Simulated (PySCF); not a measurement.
# BH3F− (SMILES [H][B-]([H])([H])F): levels of theory compared

We compute a comparison of 6 runs (B2PLYP/STO-6G, M06-2X/STO-6G, UPBE0/STO-6G, UMP2/STO-6G, NEVPT2(2,2)/STO-6G, UCCSD(T)/STO-6G) of BH3F−. 

The calculation is run with PySCF 2.14.0.

10 further runs of the same task are left out: 4 that didn't finish, 6 set aside as unsound or not needed.

## (1) The system as given

BH3F− has 5 atoms, charge -1, and is taken as a singlet. SMILES: `[H][B-]([H])([H])F`. The B1–F2 distance was set to 1.736 Å, away from the relaxed value.

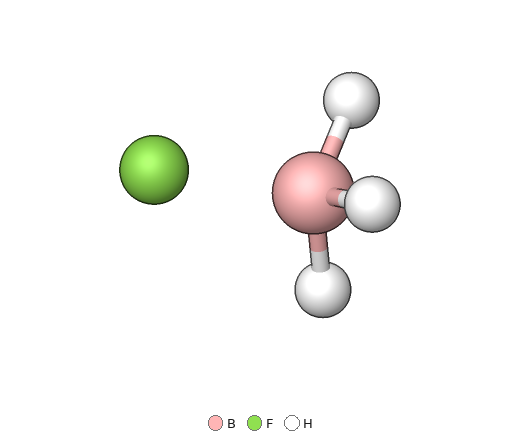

Viewed from a chosen angle; boron pink, fluorine green, hydrogen white.

## (2) The energy at B2PLYP/STO-6G (run 1)

Input file input.xyz:

```xyz
5

B     -0.002920     0.004620    -0.346413
F      0.012500    -0.020940     1.389230
H      1.157500     0.015980    -0.743553
H     -0.593120     1.016910    -0.713423
H     -0.584240    -0.999530    -0.742983
```

Input file job.py:

```python
from pyscf import gto, dft, mp

system = gto.M(
    atom='input.xyz',
    max_memory=1860,
    basis='sto-6g',
    verbose=4,
    charge=-1,
)

ks = dft.RKS(system)
ks.xc = '0.53*HF + 0.47*B88, 0.73*LYP'
ks.grids.level = 5
ks.conv_tol = 1e-10
ks.kernel()
if not ks.converged:
    ks = ks.newton().run(ks.mo_coeff, ks.mo_occ)

pt = mp.MP2(ks, frozen=2).run()
e_tot = ks.e_tot + 0.27 * pt.e_corr
print('PT2 part  %.8f' % (0.27 * pt.e_corr))
print('E(%s) = %.9f' % ('B2PLYP', e_tot))
```

Command:

```
$ OMP_NUM_THREADS=1 python job.py
```

The log of the run:

```text
PySCF version 2.14.0

[... 71 lines left out ...]
converged SCF energy = -125.606098342816
[... 1 line left out ...]
******** <class 'pyscf.mp.mp2.RMP2'> ********
nocc = 7, nmo = 11
frozen orbitals 2
E(RMP2) = -125.688239139982  E_corr = -0.0821407971658132
E(SCS-RMP2) = -125.700847462505  E_corr = -0.0947491196888128
E_corr(same-spin) = -0.00440750412711129
E_corr(oppo-spin) = -0.077733293038702
PT2 part  -0.02217802
E(B2PLYP) = -125.628276358
```

It took 2.2 s on 1 thread of Arm Neoverse V2, shared host; peak memory 0.17 GiB.

## (3) A single-point energy at M06-2X/STO-6G (run 2)

Input file start.xyz:

```xyz
5

B     -0.002920     0.004620    -0.346413
F      0.012500    -0.020940     1.389230
H      1.157500     0.015980    -0.743553
H     -0.593120     1.016910    -0.713423
H     -0.584240    -0.999530    -0.742983
```

Input file input.py:

```python
from pyscf import gto, dft

molecule = gto.Mole()
molecule.atom = 'start.xyz'
molecule.max_memory = 1860
molecule.basis = 'sto-6g'
molecule.verbose = 4
molecule.charge = -1
molecule.build()

myscf = dft.RKS(molecule)
myscf.xc = 'm06-2x'
myscf.conv_tol = 1e-10
myscf.grids.level = 5
myscf.kernel()
if not myscf.converged:
    myscf = myscf.newton().run(myscf.mo_coeff, myscf.mo_occ)

e_final = myscf.e_tot
print('E = %.10f Eh' % e_final)
```

Command:

```
$ OMP_NUM_THREADS=1 python input.py
```

The log of the run:

```text
PySCF version 2.14.0

[... 70 lines left out ...]
converged SCF energy = -125.764525623903
E = -125.7645256239 Eh
```

It took 2.7 s on 1 thread of Arm Neoverse V2, shared host; peak memory 0.17 GiB.

Runs 3 to 5 aren't shown in full; the table further down has their settings and results.

## (4) The energy at UCCSD(T)/STO-6G (run 6)

Input file job.py:

```python
from pyscf import gto, cc

system = gto.Mole()
system.atom = [
    ('B', (-0.002920, 0.004620, -0.346413)),
    ('F', (0.012500, -0.020940, 1.389230)),
    ('H', (1.157500, 0.015980, -0.743553)),
    ('H', (-0.593120, 1.016910, -0.713423)),
    ('H', (-0.584240, -0.999530, -0.742983)),
]
system.charge = -1
system.verbose = 3
system.max_memory = 1860
system.basis = 'sto-6g'
system.build()

calc0 = system.UHF()
calc0.conv_tol = 1e-10
calc0.kernel()
if not calc0.converged:
    calc0 = calc0.newton().run(calc0.mo_coeff, calc0.mo_occ)
for _ in range(3):
    mo, _, stable, _ = calc0.stability(return_status=True)
    if stable:
        break
    calc0.kernel(calc0.make_rdm1(mo, calc0.mo_occ))

mycc = cc.CCSD(calc0, frozen=2)
mycc.kernel()
e_t = mycc.ccsd_t()
e_tot = mycc.e_tot + e_t
print('E = %.10f Eh' % e_tot)
```

Command:

```
$ OMP_NUM_THREADS=1 python job.py
```

The log of the run:

```text
converged SCF energy = -125.185491038311  <S^2> = 8.8817842e-14  2S+1 = 1
<class 'pyscf.scf.uhf.UHF'> wavefunction is stable in the internal stability analysis
E(UCCSD) = -125.2731653823578  E_corr = -0.08767434404728693
UCCSD(T) correction = -0.00103495242126453
E = -125.2742003348 Eh
```

Run time: 0.8 s. Hardware: 1 thread of Arm Neoverse V2, shared host; peak memory 0.12 GiB.

## (5) Overview of the runs

```
run               level  frozen core orbitals  follow instability  energy (Eh)  HOMO energy (eV)  LUMO energy (eV)  HOMO–LUMO gap (eV)  wall time
  1       B2PLYP/STO-6G                     2                   –  -125.628276              2.35             17.86               15.50      2.2 s
  2       M06-2X/STO-6G                     –                   –  -125.764526              2.43             17.25               14.82      2.7 s
  3        UPBE0/STO-6G                     –                 yes  -125.683940              4.78             15.86               11.07      5.7 s
  4         UMP2/STO-6G                     2                 yes  -125.246777             -1.41             21.31               22.72     0.72 s
  5  NEVPT2(2,2)/STO-6G                     –                   –  -125.257446             -1.41             21.31               22.72     0.84 s
  6     UCCSD(T)/STO-6G                     2                 yes  -125.274200             -1.41             21.31               22.72      0.8 s
```

## (6) Summary of results

| quantity | value |
| --- | --- |
| run 6: total energy | -125.27420 Eh |
| run 6: HOMO energy (Hartree–Fock orbitals) | -1.41 eV |
| run 6: LUMO energy (Hartree–Fock orbitals) | 21.31 eV |
| run 6: HOMO–LUMO gap (to an unbound level, set by the basis) | 22.72 eV |
| run 6: correlation energy (2 core orbitals frozen) | -88.7 mEh |
| run 6: (T) correction | -1.03 mEh |
| run 6: T1 diagnostic | 0.012 |

**Reading.** Over runs 1, 2, 3 the HOMO–LUMO gap runs from 11.07 eV (UPBE0/STO-6G) to 15.50 eV (B2PLYP/STO-6G). The empty levels of an anion lie above zero and hang on the basis. A double hybrid's value is that of its SCF part. Totals of different functionals can't be ranked against each other. In runs 1, 2, 3 the HOMO lies above zero, so the outermost electron may be held by the basis alone. In runs 1, 2, 3, 4, 5, 6 the basis is minimal, so the values are rough. All runs together took 13 s, the longest 5.7 s.
